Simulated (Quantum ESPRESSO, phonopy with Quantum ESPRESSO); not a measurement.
# Grüneisen parameters and expansion of KCl (Fm-3m), part 6 of 8

Which modes of KCl drive its thermal expansion?

Experimental results on record:
- volume expansion coefficient 111.3 1e-6/K and heat capacity C_P per formula unit 51.7 J/mol/K near room temperature (given in “High-Throughput Prediction of Finite-Temperature Properties using the Quasi-Harmonic Approximation”, 2016, arXiv:1603.06924)
- volume expansion coefficient 114.9 1e-6/K near room temperature (given in “Descriptors for thermal expansion in solids”, 2017, arXiv:1701.03966)

Quantum ESPRESSO 7.5; DFT LDA, scalar-relativistic, plane waves, GBRV ultrasoft pseudopotentials.

So far. Step 5 (Zone-centre response): The Born charges sum to zero within 0.014 e; the rest is removed before use. Acoustic frequencies in this log differ from zero by the error of the sum rule, which ph.x does not impose. Step 6 (A displaced supercell): At this level the gap is 5.16 eV on the k-mesh of the self-consistent run, which can miss the band edges.

## Step 8: Lattice dynamics at this volume, V/V0 1

This step: DFT LDA, scalar-relativistic, plane waves, GBRV ultrasoft pseudopotentials (phonopy with Quantum ESPRESSO 4.10.0 / 7.5).

Wall time 5.7 min (8 threads of Arm Neoverse N1, shared host).

This step gave:

| Quantity | Value |
| --- | --- |
| point group | m-3m |
| highest frequency | 225.5 cm⁻¹ |
| Debye temperature from the second moment | 254 K |
| lowest frequency on the path | 0 cm⁻¹ |
| zero-point energy | 0.04841 eV/cell |
| Γ frequencies | 0, 0, 0, 167.0, 167.0, 167.0 cm⁻¹ (negative: imaginary) |

Phonopy, LO-TO term from ph.x's tensors. Phonon branches along the path, in cm⁻¹:

```csv
point,branch 1,branch 2,branch 3,branch 4,branch 5,branch 6
Γ,0,0,0,167,167,226
X,55,55,104,172,172,178
U,80,93,105,160,167,178
jump to K,80,93,105,160,167,178
Γ,0,0,0,167,167,226
L,120,120,129,129,161,170
W,83,83,131,133,176,176
X,55,55,104,172,172,178
```

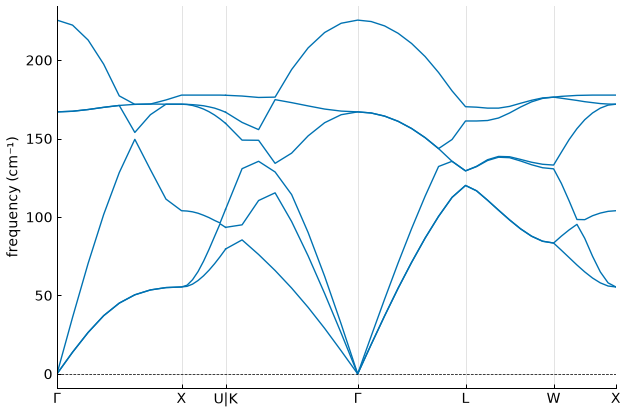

Phonon branches along the path.

Harmonic. Thermo, by row:

```csv
T (K),F_vib (meV/atom),S (J/mol-atom/K),C_V (J/mol-atom/K)
0,24.2,0,0
50,23.5,4.62,9.553
100,18.52,14.52,18.55
150,8.77,22.75,21.73
200,-4.75,29.2,23.05
250,-21.28,34.42,23.7
300,-40.28,38.78,24.07
350,-61.37,42.51,24.29
400,-84.26,45.76,24.44
450,-108.7,48.65,24.55
500,-134.6,51.24,24.62
550,-161.8,53.59,24.67
600,-190.1,55.74,24.72
650,-219.5,57.72,24.75
700,-249.9,59.55,24.77
750,-281.2,61.26,24.8
800,-313.4,62.86,24.81
850,-346.4,64.37,24.83
900,-380.1,65.78,24.84
950,-414.5,67.13,24.85
1000,-449.6,68.4,24.86
```

The modes has structure finer than the step of the table below, so its rows give means over 10 cm⁻¹, whole bins alone (the curve runs from -10 to 241 cm⁻¹). Peaks (cm⁻¹: height): Cl 84.9: 0.0207, 95.9: 0.0207, 129.1: 0.0270, 173.4: 0.0570; K 84.9: 0.0230, 105.4: 0.0251, 116.5: 0.0266, 173.4: 0.0635.

Phonopy on the run's constants, 17x17x17 mesh, Gaussian sigma 2.0 cm⁻¹. The modes by wavenumber; means over each step; values in 1/cm⁻¹/cell:

```csv
wavenumber (cm⁻¹),Cl,K
0,2.8e-5,3.3e-5
10,1.2e-4,1.3e-4
20,5.6e-4,6.1e-4
30,0.00138,0.00152
40,0.00279,0.00306
50,0.00628,0.00681
60,0.0122,0.0131
70,0.0144,0.0157
80,0.0159,0.0175
90,0.0168,0.0193
100,0.0173,0.0215
110,0.0138,0.0213
120,0.0139,0.0159
130,0.0222,0.0150
140,0.0223,0.0159
150,0.0268,0.0190
160,0.0315,0.0267
170,0.0480,0.0506
180,0.0210,0.0234
190,0.00491,0.00544
200,0.00364,0.00372
210,0.00264,0.00256
220,0.00138,0.00128
230,7.5e-5,6.9e-5
```

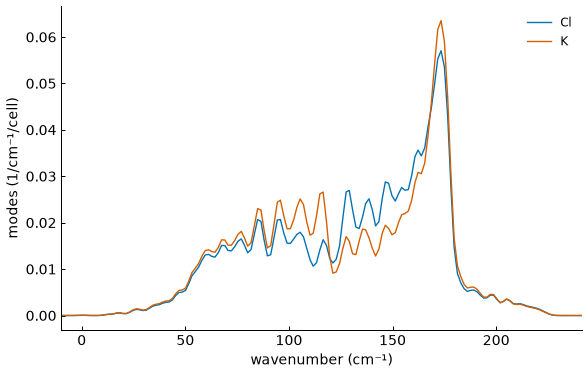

Modes, plotted against wavenumber.

No LO-TO term. Modes at Γ, with each element's share of the kinetic energy:

```csv
mode,frequency (cm⁻¹),symmetry,K %,Cl %
1,0.0,T1u,52,48
2,0.0,T1u,52,48
3,0.0,T1u,52,48
4,167.0,T1u,48,52
5,167.0,T1u,48,52
6,167.0,T1u,48,52
```

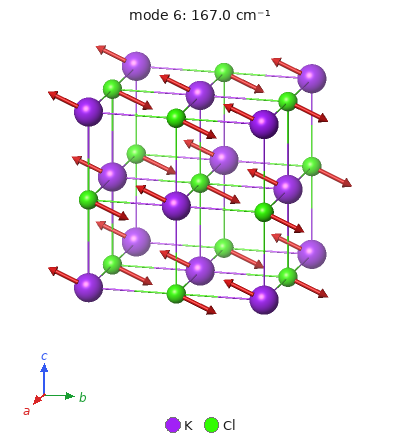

Displacement patterns of mode 6 at Γ; arrows are exaggerated. Some periodic images of atoms are drawn too.

No mode is imaginary beyond numerical noise along the path.

The time given is that of the 2 pw.x runs on displaced cells behind this step.

## Step 9: Self-consistent run, V/V0 1.015

A tight ground state at this cell gives the energy of this member; its pressure is the stress at this cutoff, which can carry an offset from the finite basis.

This step: DFT LDA, scalar-relativistic, plane waves, GBRV ultrasoft pseudopotentials (Quantum ESPRESSO 7.5).

System of this step: KCl. It takes space group Fm-3m (No. 225, cubic). The conventional cell has a = 6.078 Å, b = 6.078 Å, c = 6.078 Å, α = 90.00°, β = 90.00°, γ = 90.00°. Nearest to K lie 6 Cl at 3.04 Å. Nearest to Cl lie 6 K at 3.04 Å. Farther neighbours and most contacts between anions are not listed.

scf.in

```
&CONTROL
  calculation = 'scf'
  prefix      = 'x'
  outdir      = './tmp'
  pseudo_dir  = './pseudo'
  tprnfor     = .true.
  tstress     = .true.
/
&SYSTEM
  ibrav       = 0
  nat         = 2
  ntyp        = 2
  ecutwfc     = 40.0
  ecutrho     = 240.0
  occupations = 'fixed'
  nbnd        = 10
/
&ELECTRONS
  conv_thr         = 1.0d-12
  mixing_beta      = 0.7
  electron_maxstep = 100
/
ATOMIC_SPECIES
 K      39.0983  K.upf
 Cl     35.4500  Cl.upf
CELL_PARAMETERS angstrom
     0.000000000    3.038820767    3.038820767
     3.038820767    0.000000000    3.038820767
     3.038820767    3.038820767    0.000000000
ATOMIC_POSITIONS crystal
 K      0.000000000   0.000000000   0.000000000
 Cl     0.500000000   0.500000000   0.500000000
K_POINTS automatic
 6 6 6 0 0 0
```

Launch:

```
$ OMP_NUM_THREADS=1 mpirun -n 8 pw.x -nk 8 -in scf.in > scf.out
```

Log:

```text
[banner, memory and clock lines left out]
Program PWSCF v.7.5

     Message from routine setup:
     using ibrav=0 with symmetry is DISCOURAGED, use correct ibrav instead

     G-vector sticks info

     bravais-lattice index     =            0
     lattice parameter (alat)  =       8.1212  a.u.
     unit-cell volume          =     378.7406 (a.u.)^3
     number of atoms/cell      =            2
     number of atomic types    =            2
     number of electrons       =        16.00
[...]
Total force =     0.000000     Total SCF correction =     0.000000

     Computing stress (Cartesian axis) and pressure

     negative rho (up, down):  1.376E-02 0.000E+00
          total   stress  (Ry/bohr**3)                   (kbar)     P=       -7.67
  -0.00005211  -0.00000000  -0.00000000           -7.67       -0.00       -0.00
  -0.00000000  -0.00005211  -0.00000000           -0.00       -7.67       -0.00
  -0.00000000  -0.00000000  -0.00005211           -0.00       -0.00       -7.67

     XML data file, charge density, pseudopotentials, collected wavefunctions
[key lines of the parts left out:]
!    total energy              =     -90.54174252 Ry
convergence has been achieved in  12 iterations
```

It took 5 s on 8 MPI ranks; 40 s of CPU time.

At this level the gap is 5.11 eV on the k-mesh of the self-consistent run, which can miss the band edges.

## Step 10: Zone-centre response

In a polar crystal the Born charges and ε∞ give the long-range dipole term that a finite supercell misses. They are those of this k-mesh and were not tested on a denser one; where the gap is small they converge slowly, and the LO modes with them.

ph.in

```
phonons
&INPUTPH
  prefix = 'x'
  outdir = './tmp'
  fildyn = 'x.dyn'
  tr2_ph = 1.0d-18
  epsil  = .true.
/
0.000000000 0.000000000 0.000000000
```

scf.in is that of step 9.

Launch:

```
$ OMP_NUM_THREADS=1 mpirun -n 8 ph.x -nk 8 -in ph.in > ph.out
```

Log:

```text
[banner, memory and clock lines left out]
Program PHONON v.7.5

     ./tmp/x.save/

     IMPORTANT: XC functional enforced from input :
     Exchange-correlation= PZ
                           (   1   1   0   0   0   0   0)
     Any further DFT definition will be discarded
     Please, verify this is what you really want

     G-vector sticks info

     negative rho (up, down):  1.376E-02 0.000E+00
     Reading collected, re-writing distributed wavefunctions in ./tmp/

     Number and degeneracy of irreps per q-point
       N         xq(1)         xq(2)         xq(3)   N irreps
[...]
freq (    1) =      -0.271466 [THz] =      -9.055147 [cm-1]
     freq (    2) =      -0.271466 [THz] =      -9.055147 [cm-1]
     freq (    3) =      -0.271466 [THz] =      -9.055147 [cm-1]
     freq (    4) =       4.832218 [THz] =     161.185446 [cm-1]
     freq (    5) =       4.832218 [THz] =     161.185446 [cm-1]
     freq (    6) =       4.832218 [THz] =     161.185446 [cm-1]
 **************************************************************************

     Mode symmetry, O_h (m-3m)  point group:

     freq (   1-   3) =         -9.1  [cm-1]   --> T_1u G_15  G_4- I
     freq (   4-   6) =        161.2  [cm-1]   --> T_1u G_15  G_4- I
```

Run time: 73 s. Hardware: 8 MPI ranks; 9.7 min of CPU time.

ε∞:

```
2.51 0.00 0.00
0.00 2.51 0.00
0.00 0.00 2.51
```

The Born charges sum to zero within 0.014 e; the rest is removed before use. Acoustic frequencies in this log differ from zero by the error of the sum rule, which ph.x does not impose.

## Step 11: Forces on a displaced cell

One atom (for the harmonic constants) or a pair of atoms (for the cubic ones) is moved by a few hundredths of an ångström; the forces on all atoms give a column of force constants. The threshold is tight because the forces are small.

System of this step: KCl. It takes space group Imm2 (No. 44, orthorhombic). Conventional cell: a = 8.595 Å, b = 12.155 Å, c = 8.595 Å, α = 90.00°, β = 90.00°, γ = 90.00°. Nearest to K lie 6 Cl at 3.02 to 3.05 Å. K has 6 Cl at 3.04 Å nearest. Nearest to K lie 6 Cl at 3.04 Å. Nearest to Cl lie 6 K at 3.04 Å. Farther neighbours and most contacts between anions are not listed.

disp-00001.in

```
&CONTROL
  calculation = 'scf'
  prefix      = 'x'
  outdir      = './tmp'
  pseudo_dir  = './pseudo'
  tprnfor     = .true.
  disk_io     = 'none'
/
&SYSTEM
  ibrav       = 0
  nat         = 16
  ntyp        = 2
  ecutwfc     = 40.0
  ecutrho     = 240.0
  occupations = 'fixed'
  nbnd        = 66
/
&ELECTRONS
  conv_thr         = 1.0d-11
  mixing_beta      = 0.7
  electron_maxstep = 100
/
ATOMIC_SPECIES
 K      39.0983  K.upf
 Cl     35.4500  Cl.upf
CELL_PARAMETERS angstrom
     0.000000000    6.077641533    6.077641533
     6.077641533    0.000000000    6.077641533
     6.077641533    6.077641533    0.000000000
ATOMIC_POSITIONS crystal
 K      0.002326912   0.000000000   0.000000000
 K      0.500000000   0.000000000   0.000000000
 K      0.000000000   0.500000000   0.000000000
 K      0.500000000   0.500000000   0.000000000
 K      0.000000000   0.000000000   0.500000000
 K      0.500000000   0.000000000   0.500000000
 K      0.000000000   0.500000000   0.500000000
 K      0.500000000   0.500000000   0.500000000
 Cl     0.250000000   0.250000000   0.250000000
 Cl     0.750000000   0.250000000   0.250000000
 Cl     0.250000000   0.750000000   0.250000000
 Cl     0.750000000   0.750000000   0.250000000
 Cl     0.250000000   0.250000000   0.750000000
 Cl     0.750000000   0.250000000   0.750000000
 Cl     0.250000000   0.750000000   0.750000000
 Cl     0.750000000   0.750000000   0.750000000
K_POINTS automatic
 3 3 3 0 0 0
```

Launch:

```
$ OMP_NUM_THREADS=1 mpirun -n 4 pw.x -nk 4 -in disp-00001.in > disp-00001.out
```

Log:

```text
[banner, memory and clock lines left out]
Program PWSCF v.7.5

     Message from routine setup:
     using ibrav=0 with symmetry is DISCOURAGED, use correct ibrav instead

     G-vector sticks info

     bravais-lattice index     =            0
     lattice parameter (alat)  =      16.2424  a.u.
     unit-cell volume          =    3029.9247 (a.u.)^3
     number of atoms/cell      =           16
     number of atomic types    =            2
     number of electrons       =       128.00
[...]
atom    1 type  1   force =    -0.00000000   -0.00134523   -0.00134523
     atom    2 type  1   force =     0.00000000    0.00026821    0.00026821
     atom    3 type  1   force =     0.00019006   -0.00002537    0.00007742
[...]
atom   15 type  2   force =     0.00000112    0.00003687    0.00003687
     atom   16 type  2   force =     0.00000058   -0.00002022   -0.00002022

     Total force =     0.002182     Total SCF correction =     0.000002
     Message from routine punch:
     Nothing written, as per user request (disk_io='none')
[key lines of the parts left out:]
!    total energy              =    -724.33391476 Ry
convergence has been achieved in  30 iterations
```

Wall time 6.6 min (4 MPI ranks).

## Step 12: Lattice dynamics at this volume, V/V0 1.015

This step: DFT LDA, scalar-relativistic, plane waves, GBRV ultrasoft pseudopotentials (phonopy with Quantum ESPRESSO 4.10.0 / 7.5).

Run time: 6.6 min. Hardware: 8 threads.

Phonopy, LO-TO term from ph.x's tensors. The phonon branches at the labelled points (cm⁻¹):

```csv
point,branch 1,branch 2,branch 3,branch 4,branch 5,branch 6
Γ,0,0,0,161,161,221
X,56,56,105,166,166,171
U,78,94,104,154,161,171
jump to K,78,94,104,154,161,171
Γ,0,0,0,161,161,221
L,116,116,125,125,158,167
W,84,84,127,129,170,170
X,56,56,105,166,166,171
```

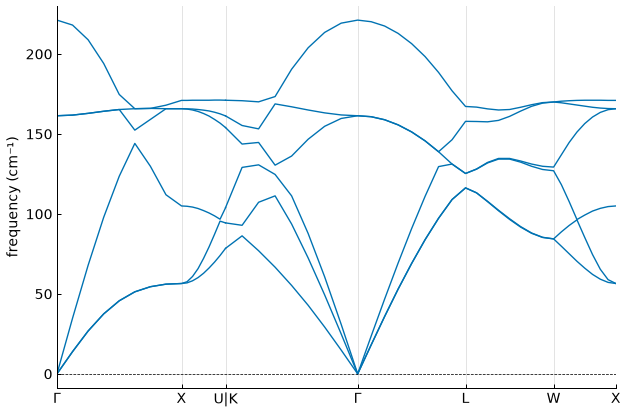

Phonon branches along the path.

No mode is imaginary beyond numerical noise along the path. The highest zone-centre mode (no LO–TO term) moved by -3.3 % for a volume change of +1.5 %.

The time given is that of the 2 pw.x runs on displaced cells behind this step.

## Step 13: Self-consistent run, V/V0 0.985

A tight ground state at this cell gives the energy of this member; its pressure is the stress at this cutoff, which can carry an offset from the finite basis.

This step: DFT LDA, scalar-relativistic, plane waves, GBRV ultrasoft pseudopotentials (Quantum ESPRESSO 7.5).

System of this step: KCl. Symmetry: Fm-3m, No. 225, cubic system. The conventional cell has a = 6.017 Å, b = 6.017 Å, c = 6.017 Å, α = 90.00°, β = 90.00°, γ = 90.00°. Nearest to K lie 6 Cl at 3.01 Å. Nearest to Cl lie 6 K at 3.01 Å. Farther neighbours and most contacts between anions are not listed.

Edit scf.in of step 10 so:

```diff
@@ -26,5 +26,5 @@
 CELL_PARAMETERS angstrom
-     0.000000000    3.038820767    3.038820767
-     3.038820767    0.000000000    3.038820767
-     3.038820767    3.038820767    0.000000000
+     0.000000000    3.008581738    3.008581738
+     3.008581738    0.000000000    3.008581738
+     3.008581738    3.008581738    0.000000000
 ATOMIC_POSITIONS crystal
```

Launch:

```
$ OMP_NUM_THREADS=1 mpirun -n 8 pw.x -nk 8 -in scf.in > scf.out
```

Log:

```text
[banner, memory and clock lines left out]
Program PWSCF v.7.5

     Message from routine setup:
     using ibrav=0 with symmetry is DISCOURAGED, use correct ibrav instead

     G-vector sticks info

     bravais-lattice index     =            0
     lattice parameter (alat)  =       8.0404  a.u.
     unit-cell volume          =     367.5463 (a.u.)^3
     number of atoms/cell      =            2
     number of atomic types    =            2
     number of electrons       =        16.00
[...]
Total force =     0.000000     Total SCF correction =     0.000000

     Computing stress (Cartesian axis) and pressure

     negative rho (up, down):  1.406E-02 0.000E+00
          total   stress  (Ry/bohr**3)                   (kbar)     P=        0.02
   0.00000016  -0.00000000  -0.00000000            0.02       -0.00       -0.00
  -0.00000000   0.00000016  -0.00000000           -0.00        0.02       -0.00
  -0.00000000  -0.00000000   0.00000016           -0.00       -0.00        0.02

     XML data file, charge density, pseudopotentials, collected wavefunctions
[key lines of the parts left out:]
!    total energy              =     -90.54150796 Ry
convergence has been achieved in  11 iterations
```

It took 4.7 s on 8 MPI ranks; 37 s of CPU time.

The run ends at a pressure of 0.00 GPa.

## Step 14: Born charges and dielectric tensor

In a polar crystal the Born charges and ε∞ give the long-range dipole term that a finite supercell misses. They are those of this k-mesh and were not tested on a denser one; where the gap is small they converge slowly, and the LO modes with them.

ph.in is that of step 10.

scf.in is that of step 13.

Launch:

```
$ OMP_NUM_THREADS=1 mpirun -n 8 ph.x -nk 8 -in ph.in > ph.out
```

Log:

```text
[banner, memory and clock lines left out]
Program PHONON v.7.5

     ./tmp/x.save/

     IMPORTANT: XC functional enforced from input :
     Exchange-correlation= PZ
                           (   1   1   0   0   0   0   0)
     Any further DFT definition will be discarded
     Please, verify this is what you really want

     G-vector sticks info

     negative rho (up, down):  1.406E-02 0.000E+00
     Reading collected, re-writing distributed wavefunctions in ./tmp/

     Number and degeneracy of irreps per q-point
       N         xq(1)         xq(2)         xq(3)   N irreps
[...]
freq (    1) =      -0.265756 [THz] =      -8.864681 [cm-1]
     freq (    2) =      -0.265756 [THz] =      -8.864681 [cm-1]
     freq (    3) =      -0.265756 [THz] =      -8.864681 [cm-1]
     freq (    4) =       5.170125 [THz] =     172.456811 [cm-1]
     freq (    5) =       5.170125 [THz] =     172.456811 [cm-1]
     freq (    6) =       5.170125 [THz] =     172.456811 [cm-1]
 **************************************************************************

     Mode symmetry, O_h (m-3m)  point group:

     freq (   1-   3) =         -8.9  [cm-1]   --> T_1u G_15  G_4- I
     freq (   4-   6) =        172.5  [cm-1]   --> T_1u G_15  G_4- I
```

Run time: 64 s. Hardware: 8 MPI ranks.

ε∞:

```
2.55 0.00 0.00
0.00 2.55 0.00
0.00 0.00 2.55
```

The Born charges sum to zero within 0.014 e; the rest is removed before use. Acoustic frequencies in this log differ from zero by the error of the sum rule, which ph.x does not impose.

## Step 15: A displaced supercell

One atom (for the harmonic constants) or a pair of atoms (for the cubic ones) is moved by a few hundredths of an ångström; the forces on all atoms give a column of force constants. The threshold is tight because the forces are small.

System of this step: KCl. Symmetry: Imm2, No. 44, orthorhombic system. Conventional cell: a = 8.510 Å, b = 12.034 Å, c = 8.510 Å, α = 90.00°, β = 90.00°, γ = 90.00°. Nearest to K lie 6 Cl at 2.99 to 3.02 Å. Nearest to K lie 6 Cl at 3.01 Å. K has 6 Cl at 3.01 Å nearest. Cl has 6 K at 3.01 Å nearest. Farther neighbours and most contacts between anions are not listed.

Edit disp-00001.in of step 11 so:

```diff
@@ -26,7 +26,7 @@
 CELL_PARAMETERS angstrom
-     0.000000000    6.077641533    6.077641533
-     6.077641533    0.000000000    6.077641533
-     6.077641533    6.077641533    0.000000000
+     0.000000000    6.017163476    6.017163476
+     6.017163476    0.000000000    6.017163476
+     6.017163476    6.017163476    0.000000000
 ATOMIC_POSITIONS crystal
- K      0.002326912   0.000000000   0.000000000
+ K      0.002350299   0.000000000   0.000000000
  K      0.500000000   0.000000000   0.000000000
```

Launch:

```
$ OMP_NUM_THREADS=1 mpirun -n 4 pw.x -nk 4 -in disp-00001.in > disp-00001.out
```

Log:

```text
[banner, memory and clock lines left out]
Program PWSCF v.7.5

     Message from routine setup:
     using ibrav=0 with symmetry is DISCOURAGED, use correct ibrav instead

     G-vector sticks info

     bravais-lattice index     =            0
     lattice parameter (alat)  =      16.0807  a.u.
     unit-cell volume          =    2940.3703 (a.u.)^3
     number of atoms/cell      =           16
     number of atomic types    =            2
     number of electrons       =       128.00
[...]
atom    1 type  1   force =     0.00000000   -0.00150373   -0.00150373
     atom    2 type  1   force =     0.00000000    0.00027840    0.00027840
     atom    3 type  1   force =     0.00019516   -0.00002705    0.00008302
[...]
atom   15 type  2   force =     0.00000276    0.00003002    0.00003002
     atom   16 type  2   force =     0.00000074   -0.00002068   -0.00002068

     Total force =     0.002451     Total SCF correction =     0.000001
     Message from routine punch:
     Nothing written, as per user request (disk_io='none')
[key lines of the parts left out:]
!    total energy              =    -724.33202335 Ry
convergence has been achieved in  19 iterations
```

The job ended after 5 min (4 MPI ranks; 20 min of CPU time).

## Step 16: Phonons, V/V0 0.985

This step: DFT LDA, scalar-relativistic, plane waves, GBRV ultrasoft pseudopotentials (phonopy with Quantum ESPRESSO 4.10.0 / 7.5).

Run time: 5.3 min. Hardware: 8 threads; 41 min of CPU time.

No mode is imaginary beyond numerical noise along the path. The highest zone-centre mode (no LO–TO term) moved by +3.4 % for a volume change of -1.5 %.

The time given is that of the 2 pw.x runs on displaced cells behind this step.

[end of part 6 of 8]

[Logs are printed without paths, hosts, clocks, repeated set-up lines and the standing remarks that a program may print on its own settings, such as how far it seeks lower states.]

[Hosts, paths, dates, database ids (printed as entryN), source tags and the programs' standing remarks are cut or masked in the printed files.]

[A step with changed settings may run another functional than the one named; its input shows which.]

[Of the runs on displaced cells, only some may be shown.]
